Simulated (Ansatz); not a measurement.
# Deformation potentials of SiO2 (P4_32_12) by GW

Does the cheap functional get the change of gap under strain right for SiO2 (P4_32_12)?

Main program and level: Ansatz 0.2.0; a semilocal functional, HSE06 and G0W0, plane waves, PAW.

### 1. The structure

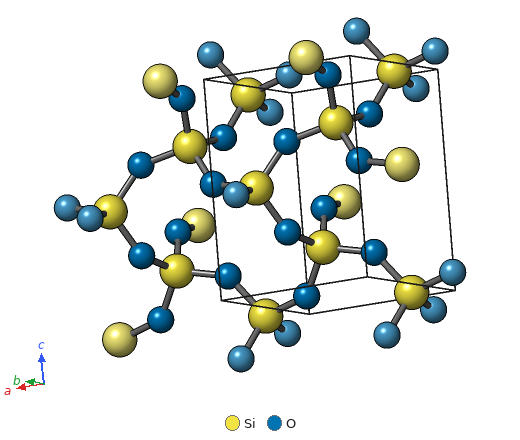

Start, viewed from a free direction; silicon yellow, oxygen blue. 2×1×1 cells are drawn. Some periodic images of atoms are drawn too.

As a file:

```cif
data_structure
_symmetry_space_group_name_H-M 'P 1'
_symmetry_Int_Tables_number 1
_cell_length_a 4.9329
_cell_length_b 4.9329
_cell_length_c 6.4645
_cell_angle_alpha 90.000
_cell_angle_beta 90.000
_cell_angle_gamma 90.000
_cell_volume 157.30
loop_
_atom_site_label
_atom_site_type_symbol
_atom_site_fract_x
_atom_site_fract_y
_atom_site_fract_z
_atom_site_occupancy
Si1 Si 0.81361 0.81361 0.50000 1
Si2 Si 0.68639 0.31361 0.25000 1
Si3 Si 0.18639 0.18639 0.00000 1
Si4 Si 0.31361 0.68639 0.75000 1
O5 O 0.26729 0.37123 0.80408 1
O6 O 0.12877 0.76729 0.55408 1
O7 O 0.73271 0.62877 0.30408 1
O8 O 0.87123 0.23271 0.05408 1
O9 O 0.76729 0.12877 0.44592 1
O10 O 0.62877 0.73271 0.69592 1
O11 O 0.23271 0.87123 0.94592 1
O12 O 0.37123 0.26729 0.19592 1
```

The cell is from the Crystallography Open Database; the positions were relaxed with LDA.

### 2. Unstrained: LDA

This step: DFT, LDA, plane waves, PAW; PAW set soft_1.

File input.yaml:

```yaml
crystal:
  lattice:
    - [4.9329, 0.0, 0.0]
    - [0.0, 4.9329, 0.0]
    - [0.0, 0.0, 6.4645]
  atoms:
    - { symbol: Si, position: [0.8136083997, 0.8136083997, 0.5] }
    - { symbol: Si, position: [0.6863916003, 0.3136083997, 0.25] }
    - { symbol: Si, position: [0.1863916003, 0.1863916003, 0.0] }
    - { symbol: Si, position: [0.3136083997, 0.6863916003, 0.75] }
    - { symbol: O, position: [0.2672894097, 0.3712296189, 0.8040824089] }
    - { symbol: O, position: [0.1287703811, 0.7672894097, 0.5540824089] }
    - { symbol: O, position: [0.7327105903, 0.6287703811, 0.3040824089] }
    - { symbol: O, position: [0.8712296189, 0.2327105903, 0.0540824089] }
    - { symbol: O, position: [0.7672894097, 0.1287703811, 0.4459175911] }
    - { symbol: O, position: [0.6287703811, 0.7327105903, 0.6959175911] }
    - { symbol: O, position: [0.2327105903, 0.8712296189, 0.9459175911] }
    - { symbol: O, position: [0.3712296189, 0.2672894097, 0.1959175911] }
kpoints:
  mp_grid: { grid: [6, 6, 4] }
  band_path:
    path:
      - [0.0, 0.0, 0.0]
      - [0.0, 0.5, 0.0]
      - [0.5, 0.5, 0.0]
      - [0.0, 0.0, 0.5]
      - [0.0, 0.5, 0.5]
      - [0.5, 0.5, 0.5]
    npoints: 1
hamiltonian:
  xc: lda
  pseudopotentials: { kind: paw, azcp: { folder: soft_1 }, xc_functional: pbe }
scf:
  occupations: { method: fermi_dirac, width: 0.02 }
  n_extra_bands: 8
output:
  eigenvalues: true
```

Launch:

```console
$ ansatz run input.yaml --threads 4 --pin off --max-ram 138240MiB --backend cuda --events-out ev --progress --plain --runs-dir out --devices 1 --max-vram 26GiB
```

Numbers of over 12 decimals in the logs are rounded to 6 here.

The program printed:

```text
scf.n_extra_bands = 8 over 32 filled bands (N_el = 64.0): the run solves 40 bands
GPUs: using 1 of 1 available (devices: 1).
Engine: ansatz 0.2.0, x86_64-unknown-linux-gnu
Pseudopotentials: kind: paw
Pseudopotential: Si, paw, valence charge 4, recommended cutoff 420 eV (normal), soft_1/Si.paw.azcp
Pseudopotential: O, paw, valence charge 6, recommended cutoff 420 eV (normal), soft_1/O.paw.azcp
Functional definition: SPW92
  exchange = slater_x
  correlation = pw_c
device memory: the entry about to start is reckoned to put 2.5 GiB on a device that reports 45.8 GiB free (of which the cap on the GPU budget leaves the run 26.0 GiB)
GPU FFT provider: cuFFT
GPU libraries: cuBLAS 13.8.2, cuFFT 12.4.0, cuSOLVER 12.3.4
Crystal: 12 atoms, lattice volume = 157.304 Å³
Basis set: ecut = 420 eV, 3097 PW (Γ)
Bands: 40, of which v1, the nominal top of the filled ones, is band 32 counted from 1 (31 counted from 0)
Symmetry: 8 space group operations
Space group: P43212 (ITA 96), of the structure as read, at distance tolerance 5.4e-5 Å
k-points: 30 of 144 (time reversal used)
Non-local potential: Si, projectors of the file, l = 0: 2, l = 1: 2, l = 2: 1
Non-local potential: O, projectors of the file, l = 0: 2, l = 1: 2, l = 2: 1
PAW form: soft (Blöchl's): semilocal exchange-correlation on the pseudo side does not see the compensation charge
PAW frozen core: Si, regenerated for the run's functional, and the local potential with it (the file was generated under x = pbe(κ = 0.804, μ = 0.219515), c = pbe(β = 0.066725))
PAW frozen core: O, regenerated for the run's functional, and the local potential with it (the file was generated under x = pbe(κ = 0.804, μ = 0.219515), c = pbe(β = 0.066725))
PAW one-centre angular grid: Si, 110 points (default); XC on 64 Gauss nodes
PAW one-centre angular grid: O, 110 points (default); XC on 64 Gauss nodes
Initial density: superposition of atomic densities (chi_scale 0.1, normalization cell, long waves kept (reshape's long-wave potential 0.00 eV rms))
Initial wavefunctions: pseudopotential atomic-orbital guess
GPU buffer pool allocated for 58320 grid points (all kernels)
GPU transforms: local potential and band sums: pruned to the plane-wave sphere, on 36×36×45
Functional: x = slater, c = lda
SCF iter   1: F=—  HF=-6897.091131 eV  |F-HF|=—  |Δ(HF+E_count)|=         —  Δρ=1.23e-1  dr2=2.13e1  ethr=3.10e-3  ⟨swp⟩=8.3  Hψ=6072  notcnv=0
preconditioner: auto → Resta (q_TF=auto, 2.349 Å⁻¹)  ε∞=2.9  [insulator: Δε(μ)=7.115 eV  Ē_g=17.328 eV  σ=0.020 eV  W_gap=1.00  n_scr=36 (ndim 8)  ℏωp=23.7 eV  f_vac=0.043  D(μ)=0.00/eV (n_scr^D=0)  ε∞_Penn≈2.9]
SCF iter   2: F=—  HF=-6891.059251 eV  |F-HF|=—  |Δ(HF+E_count)|=    6.03e0  Δρ=4.22e-2  dr2=1.20e0  ethr=3.10e-3  ⟨swp⟩=3.8  Hψ=3377  notcnv=0  defer=120
SCF iter   3: F=—  HF=-6890.798168 eV  |F-HF|=—  |Δ(HF+E_count)|=   2.61e-1  Δρ=2.01e-2  dr2=3.63e-1  ethr=1.88e-3  ⟨swp⟩=2.0  Hψ=1197  notcnv=0  defer=120
SCF iter   4: F=—  HF=-6890.715504 eV  |F-HF|=—  |Δ(HF+E_count)|=   8.27e-2  Δρ=1.47e-3  dr2=2.78e-3  ethr=5.67e-4  ⟨swp⟩=3.7  Hψ=2164  notcnv=0  defer=120
SCF iter   5: F=—  HF=-6890.716941 eV  |F-HF|=—  |Δ(HF+E_count)|=   1.44e-3  Δρ=2.62e-4  dr2=7.63e-5  ethr=4.35e-6  ⟨swp⟩=2.4  Hψ=2257  notcnv=0  defer=121
SCF iter   6: F=—  HF=-6890.717189 eV  |F-HF|=—  |Δ(HF+E_count)|=   2.48e-4  Δρ=5.33e-5  dr2=3.78e-6  ethr=1.19e-7  ⟨swp⟩=2.7  Hψ=2349  notcnv=0  defer=120
SCF iter   7: F=-6890.717192 eV  HF=-6890.717192 eV  |F-HF|=2.89e-8  |Δ(HF+E_count)|=   2.52e-6  Δρ=8.93e-6  dr2=9.50e-8  ethr=1.56e-10  ⟨swp⟩=12.5  Hψ=6800  notcnv=0
SCF 1 converged in 7 iterations: F = -6890.717192 eV  dr2 = 9.50e-8
[...]
concurrent solve slots: 3 of 4 are kept, ahead of what memory takes: no pass of the eigensolver takes more rounds on 3
device memory: the entry about to start is reckoned to put 2.1 GiB on a device that reports 45.7 GiB free (of which the cap on the GPU budget leaves the run 26.0 GiB)
NSCF: frozen V_eff on 6 k-points
SCF converged after 7 iterations
Free energy (F): -6890.717192 eV
Harris-Foulkes:  -6890.717192 eV  (|F-HF|=2.89e-8)
Internal energy: -6890.717192 eV  (E = F + TS)
E sigma→0 (E₀):  -6890.717192 eV
Fermi energy:    4.650437 eV
--- Per-component energies (eV) ---
  E_band       = -323.570325
  E_kinetic    = 1548.550799
  E_local      = -4114.193956  (includes V_loc(G=0)·N_el)
  E_nonlocal   = 529.566310
  E_hartree    = 1505.588339
  E_xc         = -791.116596
  E_vxc        = -921.729613  (∫ρ·V_xc dr)
  E_paw        = -3164.787234  (= ΣΔE_a)
  E_vpaw       = -376.932700  (= ΣTr[D̂ρ^β])
  E_aug_tail   = 0.006851  (compensation charges beyond the density's cutoff)
  E_ewald      = -2405.444400
  E_core_change = 1.112695  (= ΣΔE_core)
  E_smearing   = -0.000000  (= −TS)
  E_closure    = 0.000000  (closes the sum)
  Σ components = -6890.717192   (vs F -6890.717192, Δ=0.00e0)
--- Band table (eV; the first three rows and the last of 30) ---
  k-point 0: bands = [... 28 lower, 0.9912, 1.4014, 1.4014, 1.8595, 7.4397, 10.5130, 10.5130, 11.1729, ... 4 higher]
  k-point 1: bands = [... 28 lower, 1.0250, 1.1380, 1.3742, 1.7347, 7.8473, 9.9653, 10.6869, 11.1461, ... 4 higher]
  k-point 2: bands = [... 28 lower, 1.1289, 1.1289, 1.4198, 1.4198, 8.8482, 8.8482, 10.9041, 10.9041, ... 4 higher]
  k-point 29: bands = [... 28 lower, 1.3210, 1.3210, 1.3210, 1.3210, 10.8503, 10.8503, 10.8503, 10.8503, ... 4 higher]
```

Run time: 6.3 s. Hardware: 1 × NVIDIA H100 80GB HBM3 (shared by 3 runs) with 4 threads of AMD EPYC 7R13 (Zen 3), shared host; peak memory 0.86 GiB; 3.5 s of CPU time.

Numbers from this step:

| Item | Value |
| --- | --- |
| gap | 5.580 eV |
| valence top at | Γ |
| conduction bottom at | Γ |
| least direct gap | 5.580 eV |

The gap is direct, at Γ.

### 3. Unstrained: G0W0

Now the one-shot GW correction: screening in the RPA, then the self-energy of the levels asked for. This step takes PAW set soft_1 files.

This step: G0W0 on LDA, plane waves, PAW; PAW set soft_1.

Changes to input.yaml since step 2:

```diff
@@ -19,12 +19,3 @@
 kpoints:
-  mp_grid: { grid: [6, 6, 4] }
-  band_path:
-    path:
-      - [0.0, 0.0, 0.0]
-      - [0.0, 0.5, 0.0]
-      - [0.5, 0.5, 0.0]
-      - [0.0, 0.0, 0.5]
-      - [0.0, 0.5, 0.5]
-      - [0.5, 0.5, 0.5]
-    npoints: 1
+  mp_grid: { grid: [4, 4, 2] }
 hamiltonian:
@@ -33,5 +24,8 @@
 scf:
-  occupations: { method: fermi_dirac, width: 0.02 }
-  n_extra_bands: 8
-output:
-  eigenvalues: true
+  occupations: { method: fixed }
+gw:
+  n_empty_bands: 591
+  ecut_chi: 140
+  qp_bands: [v4, c4]
+  qp_kpoints: band_edges
+  screening: { model: contour_deformation }
```

The program printed:

```text
GPUs: using 1 of 1 available (devices: 1).
[...]
GPU FFT provider: cuFFT
GPU libraries: cuBLAS 13.8.2, cuFFT 12.4.0, cuSOLVER 12.3.4
Crystal: 12 atoms, lattice volume = 157.304 Å³
Basis set: ecut = 420 eV, 3097 PW (Γ)
Bands: 44, of which v1, the nominal top of the filled ones, is band 32 counted from 1 (31 counted from 0)
Symmetry: 8 space group operations
[...]
k-points: 12 of 32
[...]
GPU buffer pool allocated for 58320 grid points (all kernels)
[...]
SCF iter   1: F=—  HF=-6897.094141 eV  |F-HF|=—  |Δ(HF+E_count)|=         —  Δρ=1.23e-1  dr2=2.12e1  ethr=3.10e-3  ⟨swp⟩=4.8  Hψ=2154  notcnv=0  defer=103
[...]
SCF iter   7: F=-6890.717341 eV  HF=-6890.717341 eV  |F-HF|=4.92e-8  |Δ(HF+E_count)|=   1.89e-6  Δρ=6.86e-6  dr2=9.31e-8  ethr=1.56e-10  ⟨swp⟩=12.8  Hψ=3225  notcnv=0
SCF 1 converged in 7 iterations: F = -6890.717341 eV  dr2 = 9.31e-8
[...]
NSCF: frozen V_eff on 12 k-points
[...]
G₀W₀ screening: q 1/12
[... further progress lines ...]
SCF converged after 7 iterations
Free energy (F): -6890.717341 eV
[...]
Internal energy: -6890.717341 eV  (E = F + TS)
E sigma→0 (E₀):  -6890.717341 eV
Fermi energy:    1.859625 eV
[...]
--- Band table (eV; the first three rows and the last of 12) ---
  k-point 0: bands = [... 28 lower, 0.9913, 1.4016, 1.4016, 1.8596, 7.4398, 10.5131, 10.5131, 11.1729, ... 8 higher]
  k-point 1: bands = [... 28 lower, 1.1291, 1.1291, 1.4199, 1.4199, 8.8483, 8.8483, 10.9041, 10.9041, ... 8 higher]
  k-point 2: bands = [... 28 lower, 0.8999, 1.2959, 1.3309, 1.6858, 8.1138, 10.6534, 10.6607, 10.9288, ... 8 higher]
  k-point 11: bands = [... 28 lower, 1.3211, 1.3211, 1.3211, 1.3211, 10.8504, 10.8504, 10.8504, 10.8504, ... 8 higher]
--- G₀W₀: contour deformation, 6 samples at zero and on the imaginary axis and 2 off it, 32 q-points, 591 empty bands' worth ---
  eigenvalues of the whole cell's RPA ε∞ on this k-mesh (on a slab, of 1 + 4πα/V) = 2.2959, 2.3512, 2.3512; static W/v taken at q = 0 is 0.430341
  bands read: the sum over 623 bands ends inside a degenerate multiplet in 10 slots, whose members it reads at an even weight; the widest, k=11: bands 621 to 624 (counted from 1) at 3/4 each
  gw.qp_kpoints: band_edges: 11 of 12 stored k-points solved, in 1 pass; an edge of the gap read off the rows below is read off those points alone
    valence top: of the k-points left out ik 8 came nearest to being solved in a further pass, in band 32 (counted from 1, as in the quasiparticle table): it holds the edge there only if its correction is more favourable than any solved in that band by at least 0.542 eV; those differ by 0.066 eV
    conduction bottom: of the k-points left out ik 8 came nearest to being solved in a further pass, in band 33 (counted from 1, as in the quasiparticle table): it holds the edge there only if its correction is more favourable than any solved in that band by at least 2.449 eV; those differ by 0.394 eV
    ik  band        ε_KS         Σx   Σc(E_QP)       V_xc       Z   E_QP_lin       E_QP  E_QP is
     0    29      0.9913   -26.4834     4.1551   -20.6158  0.8030    -0.7462    -0.7211  root
     0    30      1.4016   -26.7964     4.1683   -20.9520  0.8028    -0.2980    -0.2744  root
     0    31      1.4016   -26.7964     4.1683   -20.9520  0.8028    -0.2980    -0.2744  root
     0    32      1.8596   -26.7647     4.1073   -21.0259  0.8040     0.2064     0.2281  root
     0    33      7.4398    -7.5144    -3.4379   -12.4571  0.8660     8.9562     8.9446  root
     0    34     10.5131    -6.2603    -4.0553   -12.1660  0.8588    12.3853    12.3635  root
     0    35     10.5131    -6.2603    -4.0553   -12.1660  0.8588    12.3853    12.3635  root
     0    36     11.1729    -6.2197    -4.1180   -12.2670  0.8585    13.1264    13.1021  root
[...]
11    33     10.8504    -7.8333    -3.9222   -13.6543  0.8505    12.7735    12.7492  root
    11    34     10.8504    -7.8333    -3.9222   -13.6543  0.8505    12.7735    12.7492  root
    11    35     10.8504    -7.8333    -3.9222   -13.6543  0.8505    12.7735    12.7492  root
    11    36     10.8504    -7.8333    -3.9222   -13.6543  0.8505    12.7735    12.7492  root
```

It took 37 s on 1 × NVIDIA H100 80GB HBM3 (shared by 3 runs) with 4 threads; peak memory 2.2 GiB; 62 s of CPU time.

Numbers from this step:

```yaml
bands_summed: 623
rpa_eps_infinity_on_this_mesh_eigenvalues: 2.296, 2.351, 2.351
plane_waves_in_the_screening_matrix: 609
q_points_in_the_mesh: 32
g0w0_gap_on_the_mesh: 8.717 eV
k_of_the_valence_top: 0, 0, 0
k_of_the_conduction_bottom: 0, 0, 0
starting_gap_on_the_mesh: 5.580 eV
z_at_the_valence_top: 0.8040
z_at_the_conduction_bottom: 0.8660
least_direct_g0w0_gap_on_the_computed_points: 8.717 eV
```

The gap on the mesh goes from 5.58 eV to 8.72 eV, a correction of +3.14 eV. Between the two edge states, bare exchange in place of the xc potential would open the gap by 10.68 eV, and correlation takes back 7.55 eV.

### 4. Unstrained: HSE06

HSE06 mixes in a quarter of exact exchange at short range. Exchange couples all pairs of k points, which makes a full band path dear, so levels are read on the mesh and at chosen points.

This step: DFT, HSE06, plane waves, PAW; PAW set soft_1.

Changes to input.yaml since step 3:

```diff
@@ -20,12 +20,22 @@
   mp_grid: { grid: [4, 4, 2] }
+  band_path:
+    path:
+      - [0.0, 0.0, 0.0]
+      - [0.0, 0.5, 0.0]
+      - [0.5, 0.5, 0.0]
+      - [0.0, 0.0, 0.5]
+      - [0.0, 0.5, 0.5]
+      - [0.5, 0.5, 0.5]
+    npoints: 1
 hamiltonian:
-  xc: lda
-  pseudopotentials: { kind: paw, azcp: { folder: soft_1 }, xc_functional: pbe }
+  xc: hse06
+  pseudopotentials: { kind: paw, azcp: { folder: soft_1 } }
 scf:
   occupations: { method: fixed }
-gw:
-  n_empty_bands: 591
-  ecut_chi: 140
-  qp_bands: [v4, c4]
-  qp_kpoints: band_edges
-  screening: { model: contour_deformation }
+  n_extra_bands: 8
+output:
+  eigenvalues: true
+  write_density: true
+  write_potential: true
+  elf: true
+  volumetric_format: npy
```

The program printed:

```text
[...]
GPUs: using 1 of 1 available (devices: 1).
[...]
davidson cushion auto → on  (no smearing: the cushion is to keep the highest requested band from converging to the state above it; pin scf.eigensolver.cushion to override)
[...]
GPU FFT provider: cuFFT
GPU libraries: cuBLAS 13.8.2, cuFFT 12.4.0, cuSOLVER 12.3.4
Crystal: 12 atoms, lattice volume = 157.304 Å³
Basis set: ecut = 420 eV, 3097 PW (Γ)
Bands: 40, of which v1, the nominal top of the filled ones, is band 32 counted from 1 (31 counted from 0)
Symmetry: 8 space group operations
[...]
k-points: 12 of 32
[...]
GPU buffer pool allocated for 58320 grid points (all kernels)
[...]
SCF iter   1: F=—  HF=-7102.824872 eV  |F-HF|=—  |Δ(HF+E_count)|=         —  Δρ=1.33e-1  dr2=2.47e1  ethr=1.00e-1  ⟨swp⟩=4.6  Hψ=1775  notcnv=0
[...]
SCF iter   4: F=—  HF=-7096.115153 eV  |F-HF|=—  |Δ(HF+E_count)|=   5.24e-2  Δρ=3.01e-3  dr2=1.42e-2  ethr=1.88e-5  ⟨swp⟩=4.5  Hψ=2686  notcnv=0
eigensolver tolerance schedule calibrated: the retry pair's looser diagonalisation under-reported the residual by θ = 0.15 (0.11/decade); ethr = c·dr2/N_el runs at the constant in force after the calibration composes with the one it found (an armed cap, an earlier calibration), c = 8.7e-2
SCF iter   5: F=-7096.109165 eV  HF=-7096.110464 eV  |F-HF|=1.30e-3  |Δ(HF+E_count)|=   4.69e-3  Δρ=1.16e-3  dr2=2.02e-3  ethr=1.88e-5  ⟨swp⟩=3.0  Hψ=1121  notcnv=0
SCF 1 stopped early in 5 iterations: F = -7096.109165 eV  dr2 = 2.02e-3
[...]
GPU FFT provider: cuFFT
GPU libraries: cuBLAS 13.8.2, cuFFT 12.4.0, cuSOLVER 12.3.4
[...]
GPU buffer pool allocated for 58320 grid points (all kernels)
[...]
Exchange kernel: α = 0.2500, screened, ω = 0.2079 Å⁻¹, Wigner–Seitz truncation, v(0) = 1029.6192 eV·Å³, q-mesh 4×4×2, nearest image of the exchange supercell L = 12.93 Å, pair-density grid 24×24×32, without the augmentation charges, whose exchange is taken in its separable form by FFT convolution over the k-point mesh (sized by the pseudopotential files, 36×36×45 at the most), smooth part of the exact exchange by density-matrix convolution in up to 2.38 GiB of GPU memory as planned if the GPU has room (build and FFT work areas not counted)
Frozen-core exchange: fock
SCF iter   1: F=—  HF=-7097.573037 eV  |F-HF|=—  |Δ(HF+E_count)|=         —  Δρ=6.96e-3  dr2=6.59e-2  ethr=3.16e-5  ⟨swp⟩=7.5  Hψ=2276  notcnv=0
[...]
SCF iter   6: F=-7097.567877 eV  HF=-7097.567878 eV  |F-HF|=2.65e-7  |Δ(HF+E_count)|=   1.45e-5  Δρ=1.65e-5  dr2=8.57e-7  ethr=4.99e-8  ⟨swp⟩=3.8  Hψ=1454  notcnv=0
SCF 2 stopped early in 6 iterations: F = -7097.567877 eV  dr2 = 8.57e-7
[...]
hybrid outer 1: dexx = +2.235e-2 eV, tail = 3.81e-5 eV
GPU FFT provider: cuFFT
GPU libraries: cuBLAS 13.8.2, cuFFT 12.4.0, cuSOLVER 12.3.4
GPU buffer pool allocated for 58320 grid points (all kernels)
[...]
Frozen-core exchange: fock
SCF iter   1: F=—  HF=-7097.568077 eV  |F-HF|=—  |Δ(HF+E_count)|=         —  Δρ=4.79e-5  dr2=1.06e-6  ethr=2.97e-7  ⟨swp⟩=3.9  Hψ=1179  notcnv=0
[...]
SCF iter   3: F=-7097.568078 eV  HF=-7097.568078 eV  |F-HF|=1.87e-8  |Δ(HF+E_count)|=   1.72e-8  Δρ=5.69e-6  dr2=3.41e-8  ethr=3.03e-11  ⟨swp⟩=2.7  Hψ=2604  notcnv=0
SCF 3 converged in 3 iterations: F = -7097.568078 eV  dr2 = 3.41e-8
[...]
hybrid outer 2: dexx = +3.300e-7 eV, tail = 8.61e-8 eV, Δε = 7.94e-4 eV (about 4.59e-5 eV left of the loop's levels)
[...]
hybrid SCF converged: 2 outer / 9 inner (+5 warm-up), last move |dexx| = 3.30e-7 eV, tail = 8.61e-8 eV
Stability not checked: this state was not tested for a lower state beside it, because the functional holds exact exchange (a hybrid, or Hartree-Fock), whose exchange loop this test does not read (fock_operator; see scf.lower_state_search)
Free energy (F): -7097.568078 eV
Frozen-core exchange: fock
[...]
Internal energy: -7097.568078 eV  (E = F + TS)
E sigma→0 (E₀):  -7097.568078 eV
Fermi energy:    0.857831 eV
[...]
--- Band table (eV; the first three rows and the last of 12) ---
  k-point 0: bands = [... 28 lower, -0.0358, 0.3764, 0.3764, 0.8578, 8.5086, 11.7587, 11.7587, 12.4707, ... 4 higher]
  k-point 1: bands = [... 28 lower, 0.1024, 0.1024, 0.3992, 0.3992, 9.9726, 9.9726, 12.1754, 12.1754, ... 4 higher]
  k-point 2: bands = [... 28 lower, -0.1395, 0.2692, 0.3045, 0.6807, 9.2035, 11.9005, 11.9021, 12.2136, ... 4 higher]
  k-point 11: bands = [... 28 lower, 0.2989, 0.2989, 0.2989, 0.2989, 12.1074, 12.1074, 12.1074, 12.1074, ... 4 higher]
```

The job ended after 24 s (1 × NVIDIA H100 80GB HBM3 (shared by 3 runs) with 4 threads; peak memory 1.3 GiB; 34 s of CPU time).

Numbers from this step:

```
gap                     : 7.651 eV
valence top at          : Γ
conduction bottom at    : Γ
least direct gap        : 7.651 eV
exact-exchange fraction : 0.25
```

The gap stands +2.07 eV against LDA.

(Part 1 of 4 ends here.)

[Paths, hosts, dates, memory and timing lines, banners, echoed tables and standing remarks are left out of the program output.]

[Logs are printed without paths, hosts, clocks, repeated set-up lines and the standing remarks that a program may print on its own settings, such as how far it seeks lower states.]

[Runs of the session that timed out or met a known fault of the program may be left out.]

[Cells called generated may have been cut or substituted from an entry of the Crystallography Open Database or the Materials Project.]

[Hosts, paths, dates, database ids (printed as entryN), source tags and the programs' standing remarks are cut or masked in the printed files.]
